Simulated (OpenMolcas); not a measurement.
**Run report: Eu³⁺ complex, multiconfigurational calculation (part 2 of 2)**

Continued. System: Eu³⁺ with 8 ligands (F; cube, 2.366 Å), embedded in CaF2 by model potentials and point charges, whose field is part of the energies. Method: state-averaged CASSCF, active space 6 electrons in the shell 4f, basis ANO-RCC-VDZP on the metal and ANO-RCC-VDZP on the ligands, DKH2 scalar Hamiltonian, spin-orbit coupling by RASSI with atomic mean-field integrals (OpenMolcas).

The program's output (extracts), continued:
```
--- RASSI ---
SPIN-FREE ENERGIES:
  (Shifted by EMIN (a.u.) =     -11633.4076321560)

 SF State       Relative EMIN(au)   Rel lowest level(eV)    D:o, cm**(-1)

     1             0.0000000000        0.0000000000              0.0000
     2             0.0035790202        0.0973901002            785.5041
     3             0.0035790202        0.0973901002            785.5041
     4             0.0035790202        0.0973901002            785.5041
     5             0.0041426469        0.1127271662            909.2059
     6             0.0041426469        0.1127271662            909.2059
     7             0.0041426469        0.1127271662            909.2059
     8             0.1129751224        3.0742096918          24795.1733
     9             0.1129751224        3.0742096918          24795.1733
    10             0.1134469294        3.0870482130          24898.7230
    11             0.1134469294        3.0870482130          24898.7230
    12             0.1134469294        3.0870482130          24898.7230
    13             0.1273675122        3.4658465701          27953.9378
    14             0.1273675122        3.4658465701          27953.9378
    15             0.1274724753        3.4687027605          27976.9745
    16             0.1274724753        3.4687027605          27976.9745
    17             0.1274724753        3.4687027605          27976.9745
    18             0.1277489159        3.4762250922          28037.6462
    19             0.1296460755        3.5278494355          28454.0246
    20             0.1296460755        3.5278494355          28454.0246
    21             0.1296460755        3.5278494355          28454.0246
    22             0.1299153058        3.5351755655          28513.1138
    23             0.1299153058        3.5351755655          28513.1138
    24             0.1299153058        3.5351755655          28513.1138
    25             0.1303181671        3.5461379798          28601.5317
    26             0.1303181671        3.5461379798          28601.5317
    27             0.1303181671        3.5461379798          28601.5317
    28             0.1303358925        3.5466203135          28605.4220
    29             0.1303358925        3.5466203135          28605.4220
    30             0.1348030666        3.6681783111          29585.8533
    31             0.1348030666        3.6681783111          29585.8533
    32             0.1348030666        3.6681783111          29585.8533
    33             0.1349441774        3.6720181316          29616.8236
    34             0.1349441774        3.6720181316          29616.8236
    35             0.1354986398        3.6871058247          29738.5140
    36             0.1354986398        3.6871058247          29738.5140
    37             0.1354986398        3.6871058247          29738.5140
    38             0.1365528171        3.7157914502          29969.8792
    39             0.1545469506        4.2054367657          33919.1350
    40             0.1545469506        4.2054367657          33919.1350
Eigenvalues of complex Hamiltonian:
   -----------------------------------
  (Shifted by EMIN (a.u.) =     -11633.4076321560)

 SO State       Relative EMIN(au)   Rel lowest level(eV)    D:o, cm**(-1)

     1            -0.0144272541        0.0000000000              0.0000
     2            -0.0128777578        0.0421639425            340.0751
     3            -0.0128777577        0.0421639449            340.0752
     4            -0.0128777577        0.0421639439            340.0751
     5            -0.0104026935        0.1095138734            883.2890
     6            -0.0104026935        0.1095138728            883.2890
     7            -0.0104026935        0.1095138730            883.2890
     8            -0.0092754295        0.1401882899           1130.6948
     9            -0.0092754295        0.1401882894           1130.6948
    10            -0.0060535395        0.2278603812           1837.8179
    11            -0.0060535395        0.2278603820           1837.8179
    12            -0.0060535395        0.2278603817           1837.8179
    13            -0.0059250409        0.2313570083           1866.0201
    14            -0.0059250409        0.2313570079           1866.0201
    15            -0.0059250409        0.2313570078           1866.0201
    16            -0.0052556675        0.2495715860           2012.9306
    17            -0.0028977651        0.3137333777           2530.4303
    18            -0.0014269723        0.3537556904           2853.2321
    19            -0.0014269722        0.3537556914           2853.2321
    20            -0.0014269722        0.3537556922           2853.2321
    21            -0.0008513791        0.3694183797           2979.5602
    22            -0.0008513790        0.3694183802           2979.5602
    23            -0.0008513790        0.3694183798           2979.5602
    24            -0.0004186648        0.3811931347           3074.5300
    25            -0.0004186648        0.3811931345           3074.5300
    26             0.0032642933        0.4814115309           3882.8459
    27             0.0032642933        0.4814115311           3882.8459
    28             0.0032642933        0.4814115307           3882.8459
    29             0.0040310846        0.5022769829           4051.1371
    30             0.0040310845        0.5022769826           4051.1371
    31             0.0040310846        0.5022769838           4051.1371
    32             0.0045361581        0.5160207349           4161.9879
    33             0.0045361581        0.5160207350           4161.9879
    34             0.0045658151        0.5168277430           4168.4969
    35             0.0045658151        0.5168277431           4168.4969
    36             0.0045658151        0.5168277429           4168.4969
    37             0.0093010667        0.6456805017           5207.7645
    38             0.0094204820        0.6489299587           5233.9731
    39             0.0094204820        0.6489299576           5233.9731
    40             0.0094204819        0.6489299566           5233.9731
    41             0.0094493609        0.6497157925           5240.3113
Weights of the five most important spin-orbit-free states for each spin-orbit state.

 SO State  Total energy (au)           Spin-free states, spin, and weights
 -------------------------------------------------------------------------------------------------------
    1        -0.014427       1 3.0  0.2110    5 3.0  0.1280    6 3.0  0.1280    7 3.0  0.1280    2 3.0  0.1202
    2        -0.012878       5 3.0  0.2597    1 3.0  0.2335    2 3.0  0.1550    3 3.0  0.1273    6 3.0  0.1033
    3        -0.012878       7 3.0  0.2776    1 3.0  0.2335    2 3.0  0.1367    4 3.0  0.1137    3 3.0  0.0931
    4        -0.012878       1 3.0  0.2335    6 3.0  0.1985    4 3.0  0.1685    3 3.0  0.1231    5 3.0  0.1014
    5        -0.010403       1 3.0  0.4035    7 3.0  0.1978    6 3.0  0.1660    4 3.0  0.1137    3 3.0  0.0424
    6        -0.010403       1 3.0  0.4035    5 3.0  0.1863    6 3.0  0.1651    3 3.0  0.1111    7 3.0  0.0520
    7        -0.010403       1 3.0  0.4035    5 3.0  0.1774    7 3.0  0.1537    2 3.0  0.1428    6 3.0  0.0723
    8        -0.009275       4 3.0  0.2367    3 3.0  0.2039    2 3.0  0.2016    5 3.0  0.1458    7 3.0  0.1300
    9        -0.009275       2 3.0  0.2265    3 3.0  0.2242    4 3.0  0.1915    6 3.0  0.1657    7 3.0  0.0902
   10        -0.006054       1 3.0  0.2581    2 3.0  0.1875    3 3.0  0.1493    6 3.0  0.1358    5 3.0  0.1344
   11        -0.006054       1 3.0  0.2581    2 3.0  0.1851    4 3.0  0.1479    6 3.0  0.1354    7 3.0  0.1347
   12        -0.006054       1 3.0  0.2581    4 3.0  0.1889    3 3.0  0.1837    5 3.0  0.1356    7 3.0  0.1356
```

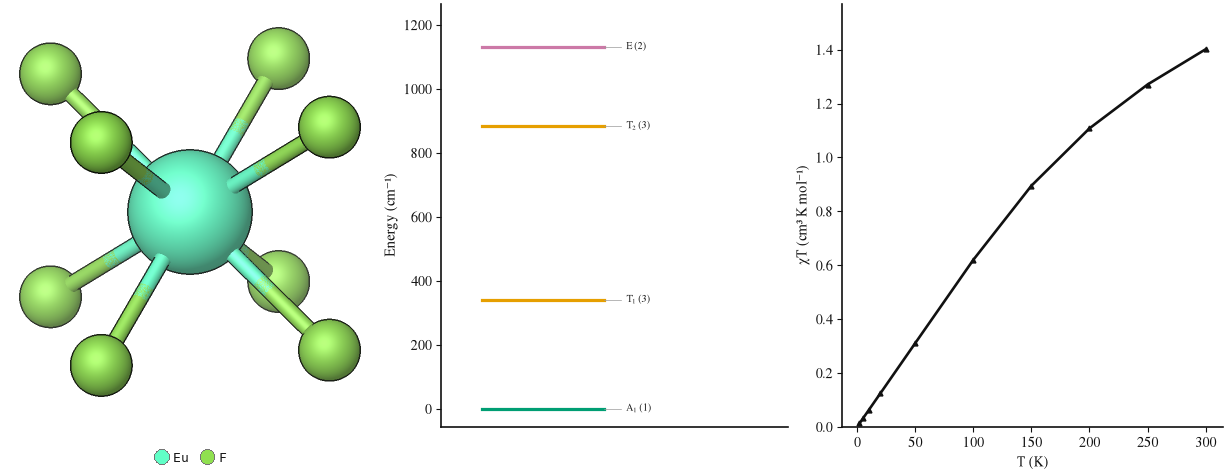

**Figure 1.** Eu³⁺ (4f⁶) as a dopant in CaF₂, a cluster with its 8 nearest F⁻ at 2.366 Å (cube) embedded in model potentials and point charges; the geometry was set, not optimised, and its levels and susceptibility. Labels give the representation in O, Td, D4 or D3 as the site allows (double group for half-integer spin) where it could be assigned and, in brackets, the degeneracy; spin-free states, where drawn, share the zero of the spin-orbit levels. Powder susceptibility by Van Vleck's formula. The ground level is A₁, non-degenerate, 96 % from states of spin multiplicity 7 (of the 140 states of multiplicity 5, 77 enter the spin-orbit step). The next level lies at 340 cm⁻¹ (T₁). χT is 0.0124 cm³ K mol⁻¹ at 2 K and 1.40 at 300 K, an effective moment of 3.35 μB. The active orbitals hold 99 to 100 % metal character (Löwdin), and the Mulliken charge of the metal is +2.44.

The input:
```
&GATEWAY
Basis set
Eu.ANO-RCC-VDZP.
Eu1 0.0 0.0 0.0 Angstrom
End of basis
Basis set
F.ANO-RCC-VDZP.
L1 1.366011 1.366011 1.366011 Angstrom
L2 1.366011 1.366011 -1.366011 Angstrom
L3 1.366011 -1.366011 1.366011 Angstrom
L4 1.366011 -1.366011 -1.366011 Angstrom
End of basis
Basis set
Ca.EMB-AIMP.Pascual.0s.0s.ECP.CaF2.
PseudoCharge
* 21 symmetry-unique lattice sites within 7.6 angstrom
End of basis
Basis set
F.EMB-AIMP.Pascual.0s.0s.ECP.CaF2.
PseudoCharge
* 40 symmetry-unique lattice sites within 7.6 angstrom
End of basis
Symmetry
XYZ
AngMom=0.0 0.0 0.0
AMFI
RICD
XField
1348 Angstrom 0
* Evjen-weighted lattice charges
&SEWARD
&RASSCF
FileOrb=start.orb
Symmetry=1
Spin=7
nActEl=6 0 0
Inactive=35 32
Ras2=0 7
CIRoot=7 7 1
SDav=7
CIMx=300
Iter=150 100
PrWF=0.3
OrbListing=Nothing
MaxOrb=0
LevShft=1.0
>>> COPY $Project.JobIph JOB001
&RASSCF
FileOrb=start.orb
Symmetry=1
Spin=5
nActEl=6 0 0
Inactive=35 32
Ras2=0 7
CIRoot=140 140 1
SDav=140
CIMx=300
Iter=150 100
PrWF=0.3
OrbListing=Nothing
MaxOrb=0
CIOnly
LevShft=1.0
>>> COPY $Project.JobIph JOB002
&RASSCF
FileOrb=start.orb
Symmetry=1
Spin=3
nActEl=6 0 0
Inactive=35 32
Ras2=0 7
CIRoot=162 162 1
SDav=588
CIMx=300
Iter=150 100
PrWF=0.3
OrbListing=Nothing
MaxOrb=0
CIOnly
LevShft=1.0
>>> COPY $Project.JobIph JOB003
&RASSI
NrOfJobIphs=2 7 77
1 2 3 4 5 6 7
1 2 3 4 5 6 7 8 9 10 11 12 13 14 15 16 17 18 19 20 21 22 23 24 25 26 27
28 29 30 31 32 33 34 35 36 37 38 39 40 41 42 43 44 45 46 47 48 49 50 51
52 53 54 55 56 57 58 59 60 61 62 63 64 65 66 67 68 69 70 71 72 73 74 75
76 77
IphNames
JOB001
JOB002
EJob
SpinOrbit
DIPRint=1.0
SOCoupling=1000.0
Subsets=2
Property=9
'ANGMOM' 1 'ANGMOM' 2 'ANGMOM' 3 'MLTPL  1' 1 'MLTPL  1' 2 'MLTPL  1' 3
'AMFI' 1 'AMFI' 2 'AMFI' 3
SOProperty=3
'ANGMOM' 1 'ANGMOM' 2 'ANGMOM' 3
```

The file start.orb holds starting orbitals from an earlier step. A driver script formed the levels outside the program, from RASSI's spin-orbit matrix and the active-space energies, averaged over the components of each term or state.

Run as:
```bash
OMP_NUM_THREADS=1 MOLCAS_MEM=2457 MOLCAS_PROJECT=a pymolcas a.inp > a.log  # once for each step of the input, in one work folder
```

Key numbers:

- outcome: converged
- energy of the lowest spin-free term: −11633.40763 hartree
- energy of the lowest spin-orbit level: −11633.42206 hartree
- largest spread among components of a term: 0.0 cm⁻¹
- hardware: 1 thread of Intel Xeon (Sapphire Rapids), 16 GiB of memory available, shared host
- wall time: 1.7 min
- peak memory: 0.6 GiB

Remarks:

Without dynamic correlation the splittings between terms come out too large, often by 20 to 50 %. Caveats: high states of lower spin left out of the spin-orbit mixing; the geometry is set by hand, with no relaxation; spin-free states above about 45,000 cm⁻¹ are left out of the spin-orbit step.
